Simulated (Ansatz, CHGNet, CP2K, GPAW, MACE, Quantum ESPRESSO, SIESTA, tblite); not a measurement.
## Codes compared on Σ5 (001) twist boundary in Ge (77 atoms)

How near do other programs and methods come to a plane-wave reference for Σ5 (001) twist boundary in Ge (77 atoms)? A plane-wave run serves as the reference.

Calculated with Ansatz 0.2.0; Kohn-Sham DFT, PBE, PAW, plane waves.

### Step 1. Starting point

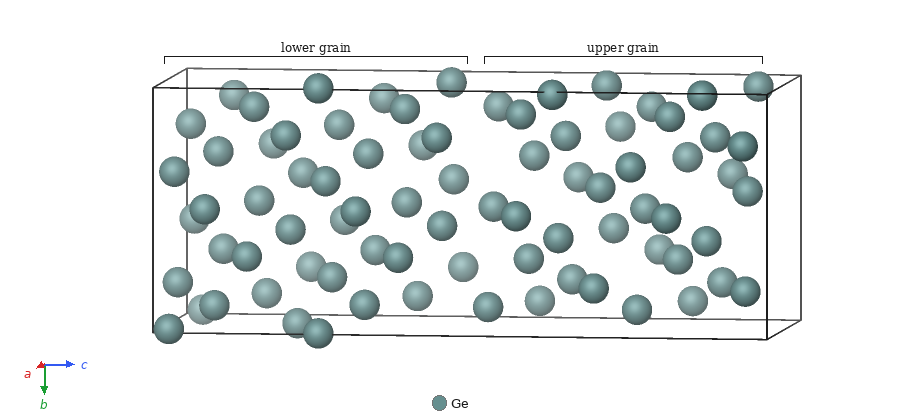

The cell as given, from the side, with the c axis across the page (germanium teal). Some periodic images of atoms are drawn too.

The cell holds 77 atoms: 77 Ge. Cell: a = 8.946 Å, b = 8.946 Å, c = 22.565 Å, α = 90.0°, β = 90.0°, γ = 90.0°. It derives from Ge (diamond-structure). Diamond-structure Ge (a = 5.658 Å); two grains turned against each other by 36.87 deg about [001]; 1 x 1 coincidence cells, 2 lattice periods a grain, two boundaries a cell, upper grain shifted by [0.031, 0.71] of the boundary cell and opened by 0.2 Å, one atom of each pair nearer than 2.009 Å removed; minimised with a classical potential (one cell length free). Then every atom was moved at random, 0.02 Å r.m.s. a Cartesian component. Regions: lower grain, 40 atoms (40 Ge); upper grain, 37 atoms (37 Ge). The structure's axis is c.

### Step 2. Reference: Ansatz, plane waves

The PAW files are the set soft_2.

input.yaml reads:

```yaml
crystal:
  lattice:
    - [8.94608, 0.0, 0.0]
    - [0.0, 8.94608, 0.0]
    - [0.0, 0.0, 22.5646]
  atoms:
    - { symbol: Ge, position: [0.99609, 0.98407, 0.0123] }
    - { symbol: Ge, position: [0.1907, 0.09108, 0.07423] }
    - { symbol: Ge, position: [0.38016, 0.19493, 0.014] }
    - { symbol: Ge, position: [0.59008, 0.28977, 0.07051] }
    [... 67 atom lines left out ...]
    - { symbol: Ge, position: [0.46671, 0.01061, 0.94331] }
    - { symbol: Ge, position: [0.55067, 0.21293, 0.87766] }
    - { symbol: Ge, position: [0.63674, 0.42541, 0.935] }
    - { symbol: Ge, position: [0.74416, 0.62188, 0.87406] }
    - { symbol: Ge, position: [0.83539, 0.81846, 0.94238] }
    - { symbol: Ge, position: [0.13021, 0.39544, 0.88269] }
kpoints:
  mp_grid: { grid: [1, 1, 1] }
hamiltonian:
  xc: pbe
scf:
  occupations: { method: fermi_dirac, width: 0.05 }
output:
  forces: true
  eigenvalues: true
  populations: true
  stress: true
```

On the command line:

```sh
$ ansatz run input.yaml --threads 8 --pin off --max-ram 15872MiB --backend cpu --events-out ev --progress --plain --runs-dir out
```

Numbers of over 12 decimals in the logs are rounded to 6 here.

Log:

```text
[...]
Pseudopotentials: kind: paw
Pseudopotential: Ge, paw, valence charge 14, recommended cutoff 420 eV (normal), Ge.paw.azcp
[...]
Crystal: 77 atoms, lattice volume = 1805.898 Å³
Basis set: ecut = 420 eV, 35251 PW (Γ), exchange–correlation on 120×120×320 points (8 copies of the dense FFT grid, shifted against one another)
Bands: 647, of which v1, the nominal top of the filled ones, is band 539 counted from 1 (538 counted from 0)
Symmetry: 1 space group operations
Space group: P1 (ITA 1), of the structure as read, at distance tolerance 1.2e-4 Å
k-points: 1
[...]
Initial density: superposition of atomic densities (neutral atoms: chi_scale 0, normalization atom), corrected by the library's trained network
Initial wavefunctions: pseudopotential atomic-orbital guess
[...]
SCF iter   1: F=—  HF=-330694.390100 eV  |F-HF|=—  |Δ(HF+E_count)|=         —  Δρ=3.52e-3  dr2=7.41e-1  ethr=1.77e-3  ⟨swp⟩=6.0  Hψ=2286  notcnv=0
preconditioner: auto → LDOS  [metal: Δε(μ)=0.047 eV  Ē_g=22.248 eV  σ=0.050 eV  W_gap=0.23  n_scr=484 (ndim 8)  ℏωp=28.7 eV  f_vac=0.067  D(μ)=29.55/eV (n_scr^D=168)  β→1.0]
[...]
SCF iter  10: F=—  HF=-330694.253029 eV  |F-HF|=—  |Δ(HF+E_count)|=   4.06e-8  Δρ=1.41e-6  dr2=1.29e-7  ethr=8.09e-11  ⟨swp⟩=2.0  Hψ=687  notcnv=0  defer=85
SCF iter  11: F=-330694.253029 eV  HF=-330694.253029 eV  |F-HF|=1.76e-8  |Δ(HF+E_count)|=   2.44e-9  Δρ=6.68e-7  dr2=2.38e-8  ethr=9.28e-12  ⟨swp⟩=8.0  Hψ=2588  notcnv=0
SCF 1 converged in 11 iterations: F = -330694.253029 eV  dr2 = 2.38e-8
[...]
SCF converged after 11 iterations
Free energy (F): -330694.253029 eV
Harris-Foulkes:  -330694.253029 eV  (|F-HF|=1.76e-8)
Internal energy: -330693.980501 eV  (E = F + TS)
E sigma→0 (E₀):  -330694.116765 eV
Entropy (-TS):   -0.272528 eV (-3.539 meV/atom)
Fermi energy:    8.010912 eV
--- Per-component energies (eV) ---
[...]
Σ components = -330694.253029   (vs F -330694.253029, Δ=0.00e0)
--- Forces (eV/Å), atoms counted from 1 ---
  atom   1  Ge     0.65443847    -0.43091655     0.09296635
  atom   2  Ge    -0.23409184    -0.05443812     0.33284578
  atom   3  Ge    -0.39594368     0.91268415    -0.63795749
  atom   4  Ge     0.20054738    -0.24148074     0.07118380
[...]
atom  77  Ge     0.36551203     0.66832138     1.24937444
  max |Σ_I F_I| component: 6.06e-6 eV/Å
--- Stress (GPa, compression-positive) ---
        5.583631       0.111510       0.937729
        0.111510       4.908394      -0.340976
        0.937729      -0.340976       6.026307
  P = ⅓ Tr σ = 5.5061 GPa (55.061 kbar)
--- Band table (eV) ---
  k-point 0: bands = ["-16.8913", "-16.8799", "-16.8789", "-16.8733", [... 631 levels ...], "13.0347", "13.0652", "13.0746", "13.1465", "13.1837", "13.2272", "13.2658", "13.3113", "13.3583", "13.3730", "13.4122", "13.4239"]
--- Löwdin populations: 77 sites ---
  site symbol       q [e]
     0     Ge     14.0306
     1     Ge     13.9883
     2     Ge     14.0525
[...]
76     Ge     13.9562
  spilling = 0.001650 (of n_electrons = 1078.000000)
```

Run time: 23 s. Hardware: 8 threads of Arm Neoverse V2, shared host; peak memory 3 GiB; 2.9 min of CPU time.

In the SCF lines HF is the Harris–Foulkes energy and dr2 the Hartree energy of the density residual, in eV; the loop may stop once dr2 is under the threshold and the program's other checks hold. Hψ counts applications of the Hamiltonian.

The run gave:

| Property | Result |
| --- | --- |
| free energy | -330694.2530 eV |
| free energy per atom | -4294.7306 eV/atom |
| SCF cycles | 11 |
| pressure | 5.506 GPa |
| r.m.s. force component | 0.4075 eV/Å |
| longest force | 1.737 eV/Å |
| Fermi energy | 8.011 eV |
| levels partly filled by over 2 per cent | 6 |
| spilling of the projection | 0.00165 |

Neighbours are counted within 2.88 Å (Ge-Ge).

Length of the force by element and coordination:

| element | coordination | atoms | mean length of the force (eV/Å) | spread | least | most |
| --- | --- | --- | --- | --- | --- | --- |
| Ge | all | 77 | 0.608 | 0.359 | 0.0883 | 1.74 |
| Ge | 2 | 4 | 1.48 | 0.253 | 1.11 | 1.74 |
| Ge | 3 | 10 | 0.955 | 0.348 | 0.373 | 1.46 |
| Ge | 4 | 63 | 0.497 | 0.232 | 0.0883 | 1.10 |

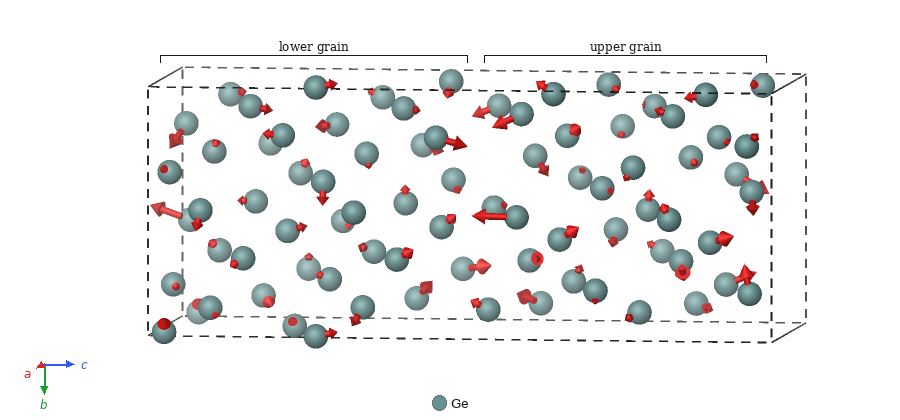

Forces as arrows; the longest in the cell is 1.74 eV/Å. Some periodic images of atoms are drawn too.

The mean of these charges, 0.023 e, is only the charge that the projection spills.

Löwdin charges by element and coordination (they lack the spilled electrons, 0.023 e an atom on average):

| element | coordination | atoms | mean charge (e) | spread | least | most |
| --- | --- | --- | --- | --- | --- | --- |
| Ge | all | 77 | 0.0231 | 0.0222 | -0.0525 | 0.0753 |
| Ge | 2 | 4 | 0.0082 | 0.0224 | -0.0276 | 0.0307 |
| Ge | 3 | 10 | -0.0014 | 0.0283 | -0.0525 | 0.0438 |
| Ge | 4 | 63 | 0.0279 | 0.0176 | -0.0306 | 0.0753 |

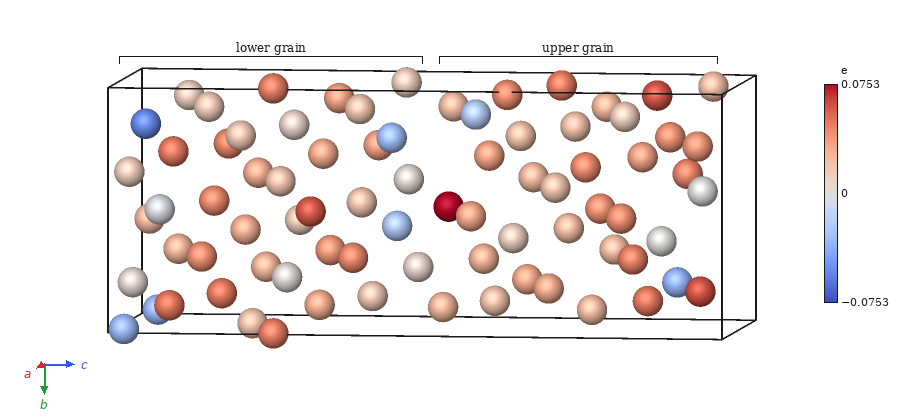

Atoms coloured by Löwdin charge. Some periodic images of atoms are drawn too.

By region:

| region | atoms | mean length of the force (eV/Å) |
| --- | --- | --- |
| lower grain | 40 | 0.572 |
| upper grain | 37 | 0.646 |

The levels nearest the highest filled one (over half full), pooled over k-points and spins:

| level less the highest filled one (eV) | occupation |
| --- | --- |
| -0.449 | 2 |
| -0.353 | 2.00 |
| -0.197 | 1.98 |
| -0.102 | 1.85 |
| -0.0675 | 1.71 |
| 0 | 1.21 |
| 0.0339 | 0.879 |
| 0.116 | 0.263 |
| 0.165 | 0.107 |
| 0.330 | 0.004 |
| 0.521 | 0 |
| 0.538 | 0 |

### Step 3. Local order

Density 5.14 g/cm³, 23.45 Å³ an atom.

Pair distribution function in bins of 0.2 Å:

| r (Å) | total |
| --- | --- |
| 2.30 | 0.86 |
| 2.50 | 5.04 |
| 2.70 | 0.00 |
| 2.90 | 0.00 |
| 3.10 | 0.10 |
| 3.30 | 0.09 |
| 3.50 | 0.16 |
| 3.70 | 0.24 |
| 3.90 | 3.99 |
| 4.10 | 1.91 |
| 4.30 | 0.21 |
| 4.50 | 1.04 |
| 4.70 | 3.25 |
| 4.90 | 0.29 |
| 5.10 | 0.27 |
| 5.30 | 0.13 |
| 5.50 | 0.61 |
| 5.70 | 1.07 |
| 5.90 | 0.43 |
| 6.10 | 2.02 |
| 6.30 | 0.55 |
| 6.50 | 0.31 |
| 6.70 | 0.67 |
| 6.90 | 2.69 |
| 7.10 | 0.67 |
| 7.30 | 1.82 |
| 7.50 | 0.62 |
| 7.70 | 0.36 |

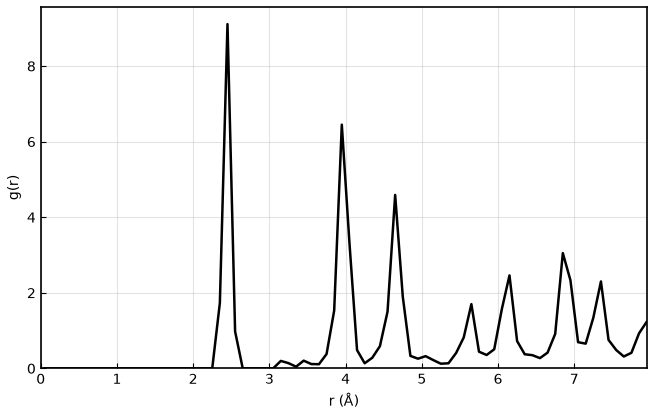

Pair distribution functions.

Bonds by pair of elements; cutoffs follow the first minimum of g(r), held within bounds set by covalent radii, and pairs that aren't listed don't count as bonded:

| pair A-B | cutoff (Å) | bonds | mean length (Å) | spread (Å) | shortest (Å) | B about A | A about B |
| --- | --- | --- | --- | --- | --- | --- | --- |
| Ge-Ge | 2.88 | 145 | 2.44 | 0.043 | 2.34 | 3.77 | 3.77 |

How many atoms have how many bonded neighbours:

| element | mean | 2 | 3 | 4 |
| --- | --- | --- | --- | --- |
| Ge | 3.77 | 4 | 10 | 63 |

Rings of the network by King's shortest-path rule, up to 12 atoms, one path for each pair of neighbours; H, halogens, alkali and alkaline-earth atoms are left out, and the last column divides by all other atoms, bonded or not:

| ring size (atoms) | rings | per network atom |
| --- | --- | --- |
| 4 | 3 | 0.039 |
| 6 | 106 | 1.38 |
| 8 | 19 | 0.247 |
| 10 | 9 | 0.117 |

### Step 4. The ladder

The programs:
- CHGNet: machine-learned potential, published weights.
- CP2K 2026.2: Gaussian basis with GTH pseudopotentials and a plane-wave density; labels give functional, basis (MOLOPT sets; SR short-range, UZH the newer set with its own potentials), grid cutoff/relative cutoff and solver (OT: orbital transformation; TRS4, TC2, SIGN: linear-scaling purification with its sparsity filter), or its built-in tight binding.
- GPAW 26.7.0: PAW with atomic orbitals (LCAO), plane waves or a real-space grid of spacing h.
- MACE: machine-learned potential, published weights.
- Quantum ESPRESSO 7.5: plane waves; labels (QE) give functional, pseudopotential set and cutoffs of waves/density.
- SIESTA 5.4.2: numerical atomic orbitals, whose automatically made sets are far from complete, with PseudoDojo norm-conserving potentials that we converted to its format (checked against plane waves on the same files for H, C, O, Si, Ge and Ca alone); labels give functional, basis size, energy shift and mesh cutoff.
- tblite 0.8.0: extended tight binding, driven from Python.

All use the same cell and atoms; the electronic-structure runs use the same k-mesh, and an electronic temperature of 580 K (0.05 eV) where levels are smeared.

Differences are against the plane-wave reference, forces as r.m.s. over components; share is that over the reference's r.m.s. force, slope the least-squares factor from reference forces to these. Total energies of different programs have different zeros and aren't compared.

| run | Δ force, r.m.s. (meV/Å) | share (%) | slope | Δ pressure (GPa) | cores | CPU time | memory (GiB) |
| --- | --- | --- | --- | --- | --- | --- | --- |
| reference | - | - | - | - | 8 | 2.9 min | 3.0 |
| CHGNet 0.3.0 potential | 230 | 56.6 | 0.578 | -0.660 | 1 | 3 s | 0.64 |
| CP2K PBE+D3, DZVP-UZH, 350/50 Ry, diagonalisation | 26.5 | 6.51 | 1.020 | -0.264 | 2 | 2.9 min | 2.3 |
| CP2K PBE, DZVP-MOLOPT (SR for Ge), 350/50 Ry, diagonalisation | 24.7 | 6.06 | 1.029 | 0.692 | 2 | 2.1 min | 2.2 |
| CP2K PBE, DZVP-UZH, 122/50 Ry, diagonalisation (coarse) | 19.8 | 4.85 | 1.021 | 0.503 | 2 | 1.9 min | 0.79 |
| CP2K PBE, DZVP-UZH, 175/50 Ry, diagonalisation (coarse) | 19.7 | 4.84 | 1.021 | 0.503 | 2 | 2 min | 1.0 |
| CP2K PBE, DZVP-UZH, 350/30 Ry, diagonalisation (coarse) | 19.7 | 4.84 | 1.021 | 0.505 | 2 | 2.2 min | 2.2 |
| CP2K PBE, DZVP-UZH, 350/50 Ry, diagonalisation | 19.7 | 4.84 | 1.021 | 0.503 | 2 | 2.9 min | 2.2 |
| CP2K PBE, SZV-MOLOPT-SR, 350/50 Ry, diagonalisation (coarse) | 215 | 52.7 | 1.259 | -3.68 | 1 | 93 s | 2.1 |
| CP2K PBE, TZVP-UZH, 350/50 Ry, diagonalisation | 21.4 | 5.25 | 1.026 | 0.350 | 4 | 3.5 min | 4.1 |
| CP2K PBEsol, PBE potentials, DZVP-UZH, 350/50 Ry, diagonalisation | 26.6 | 6.53 | 1.033 | -0.198 | 2 | 3 min | 2.2 |
| CP2K revPBE, PBE potentials, DZVP-UZH, 350/50 Ry, diagonalisation | 18.7 | 4.58 | 1.015 | 0.785 | 2 | 3.1 min | 2.2 |
| GPAW PBE, LCAO dzp, h 0.16 Å | 59.4 | 14.6 | 1.120 | - | 1 | 7.4 min | 3.1 |
| GPAW PBE, LCAO dzp, h 0.2 Å | 59.1 | 14.5 | 1.119 | - | 1 | 4.1 min | 1.6 |
| GPAW PBE, LCAO sz(dzp), h 0.2 Å (coarse) | 224 | 55.0 | 1.425 | - | 1 | 71 s | 1.2 |
| GPAW RPBE, LCAO dzp, h 0.2 Å | 81.4 | 20.0 | 1.165 | - | 1 | 4.1 min | 1.6 |
| MACE MP-0b2 small potential | 179 | 44.0 | 0.695 | -1.35 | 1 | 5.3 s | 0.67 |
| MACE MPA-0 medium potential | 124 | 30.4 | 0.854 | -1.27 | 1 | 6.4 s | 0.82 |
| QE PBE, sssp-1.3.0-efficiency, 45/360 Ry | 2.61 | 0.639 | 0.997 | -0.223 | 4 | 24 min | 6.0 |
| SIESTA BLYP, PBE potentials, DZP, shift 0.01 Ry, mesh 300 Ry | 122 | 29.8 | 1.204 | 4.14 | 2 | 6.7 min | 1.8 |
| SIESTA PBE, DZ, shift 0.01 Ry, mesh 300 Ry (coarse) | 111 | 27.3 | 1.191 | 0.235 | 1 | 2.6 min | 0.96 |
| SIESTA PBE, DZP, shift 0.01 Ry, mesh 300 Ry | 109 | 26.8 | 1.188 | 1.29 | 2 | 7.2 min | 1.8 |
| SIESTA PBE, DZP, shift 0.01 Ry, mesh 700 Ry | 109 | 26.8 | 1.188 | 1.22 | 2 | 21 min | 4.8 |
| SIESTA PBE, SZP, shift 0.01 Ry, mesh 300 Ry (coarse) | 210 | 51.5 | 1.376 | 3.47 | 1 | 5.1 min | 1.4 |
| tblite GFN1-xTB | 188 | 46.2 | 0.698 | 0.185 | 1 | 7.9 s | 0.16 |
| tblite IPEA1-xTB | 330 | 80.9 | 1.009 | 11.6 | 1 | 6.7 s | 0.16 |

Rows marked coarse were listed beforehand as settings not expected to be converged; some can still land near the reference.

Times of the machine-learned potentials are mostly Python's start and the loading of weights.

CPU time is summed over cores on a shared host, where runs went side by side, so it is rough. Symmetry, cutoffs, thresholds, outputs and thread counts weren't matched or tuned between programs; memory under MPI is the largest rank's times the ranks.

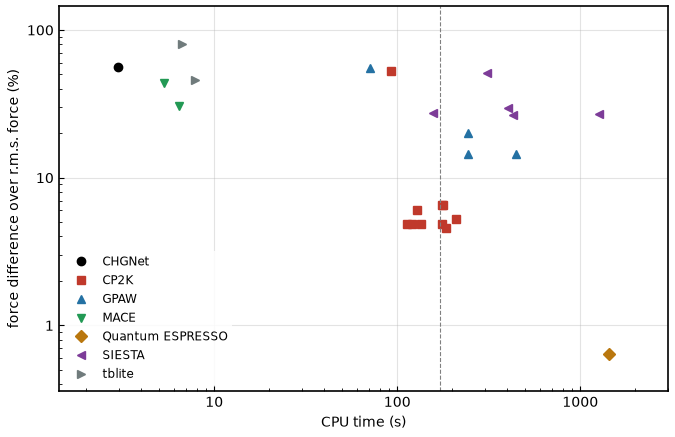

Force difference against CPU time; the dashed line marks the reference's time.

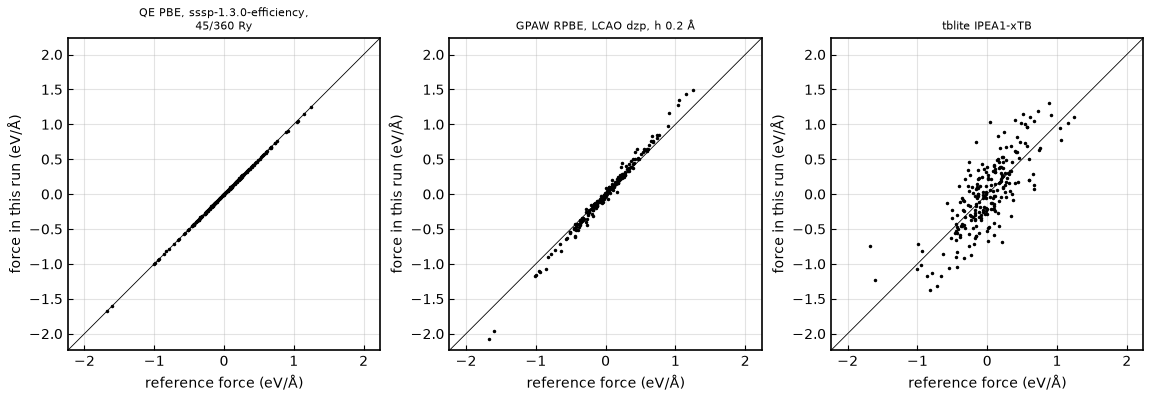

Force components against those of the reference; the line marks equality.

Runs without a result: CP2K GFN1-xTB, diagonalisation (not converged, the SCF not settling).

Within one program, basis, potentials and functional, energies share a zero. Each run against its twin at the usual cutoff or grid and solver:

| run | twin | Δ energy (meV/atom) | Δ force, r.m.s. (meV/Å) | CPU time over the twin's |
| --- | --- | --- | --- | --- |
| CP2K PBE, DZVP-UZH, 122/50 Ry, diagonalisation | DZVP-UZH, 350/50 Ry, diagonalisation | 0.0044 | 0.517 | 0.64 |
| CP2K PBE, DZVP-UZH, 175/50 Ry, diagonalisation | DZVP-UZH, 350/50 Ry, diagonalisation | -1.0e-4 | 0.186 | 0.68 |
| CP2K PBE, DZVP-UZH, 350/30 Ry, diagonalisation | DZVP-UZH, 350/50 Ry, diagonalisation | -0.0333 | 0.298 | 0.76 |
| GPAW PBE, LCAO dzp, h 0.16 Å | LCAO dzp, h 0.2 Å | -6.84 | 15.3 | 1.8 |
| SIESTA PBE, DZP, shift 0.01 Ry, mesh 700 Ry | DZP, shift 0.01 Ry, mesh 300 Ry | 5.82 | 0.686 | 3.0 |

### Step 5. Outcome

| Quantity | Value |
| --- | --- |
| reference r.m.s. force component | 0.407 eV/Å |
| nearest in forces | QE PBE, sssp-1.3.0-efficiency, 45/360 Ry, 0.64 % |
| farthest in forces | tblite IPEA1-xTB, 81 % |
| cheapest electronic-structure run beside the reference | tblite IPEA1-xTB, 6.7 s of CPU time |

What this shows: PBE on plane waves or a grid with other potentials, cutoffs or grids, coarse settings apart, differs from the reference by 0.64 % (QE PBE, sssp-1.3.0-efficiency, 45/360 Ry) of the r.m.s. force; this holds the reference's own error, so differences of a few per cent don't tell which side is nearer the exact PBE result (QE's 45 Ry are 612 eV, against the reference's 420 eV). The PBE runs in local orbitals, coarse settings apart, differ by 4.8 % (CP2K PBE, DZVP-UZH, 350/50 Ry, diagonalisation) to 27 % (SIESTA PBE, DZP, shift 0.01 Ry, mesh 700 Ry); basis, grid and potentials can all enter. Tight binding differs by 46 % (tblite GFN1-xTB) to 81 % (tblite IPEA1-xTB); it is another model, with fitted parameters of its own, and the xTB methods hold dispersion. Machine-learned potentials differ by 30 % (MACE MPA-0 medium potential) to 57 % (CHGNet 0.3.0 potential); they were trained on other programs' data. Among those trained on PBE data the slope goes as low as 0.58, with a correlation of 0.84, so directions differ as well as sizes. Rows with another functional or a dispersion term differ by 4.6 % (CP2K revPBE, PBE potentials, DZVP-UZH, 350/50 Ry, diagonalisation) to 30 % (SIESTA BLYP, PBE potentials, DZP, shift 0.01 Ry, mesh 300 Ry), which mixes the change of model with differences of basis and potentials, some of them made for another functional. IPEA1-xTB was fitted to ionisation energies and electron affinities, not to forces or charges. Runs with settings chosen to be coarse differ by 4.8 % (CP2K PBE, DZVP-UZH, 350/30 Ry, diagonalisation) to 55 % (GPAW PBE, LCAO sz(dzp), h 0.2 Å), their programs' other errors included. Of the electronic-structure runs that take under half the reference's CPU time, tblite GFN1-xTB comes nearest, at 46 % in 7.9 s against 2.9 min. GPAW PBE, LCAO sz(dzp), h 0.2 Å stiffens the forces by a factor of 1.42 while following their directions (correlation 0.971); the slopes of the 4 GPAW runs lie between 1.12 and 1.42. In pressure, CP2K PBE, SZV-MOLOPT-SR, 350/50 Ry, diagonalisation misses by -3.7 GPa, at the same functional. In the reference: counting bands leaves a spacing of only 0.034 eV (at Γ alone), which the smearing bridges: 6 levels are partly filled by over 2 %, so a gap, if any, is small at this level. In the reference: forces differ by site in this geometry: Ge atoms with 3 neighbours bear 0.96 eV/Å on average, against 0.50 eV/Å for those with 4. Periodic xTB results under one method name differ between programs and library versions. The potentials hold different valence shells: 1078 electrons in the reference, 308 in GPAW and 308 in CP2K with DZVP-MOLOPT; this bears on time and differences. GPAW's setups keep the filled d shell of Ge in the core. Machine-learned potentials mimic data converged in k, so the reference's own k-point error enters their differences. The host structure and its lattice constant were typed by rule, without a check against the phase diagram. The reference's pressure of 5.5 GPa says that the cell would expand at this level of theory. The electronic-structure runs sample only Γ, in a cell whose shortest periodic width is 9 Å, which is coarse for a cell with partly filled levels.

[Also dropped from logs without a mark: logging warnings of Python, and SIESTA's first energy breakdown and zero terms.]

[Logs are printed without paths, hosts, clocks, repeated set-up lines and the standing remarks that a program may print on its own settings, such as how far it seeks lower states.]

[Hosts, paths, dates, database ids (printed as entryN), source tags and the programs' standing remarks are cut or masked in the printed files.]
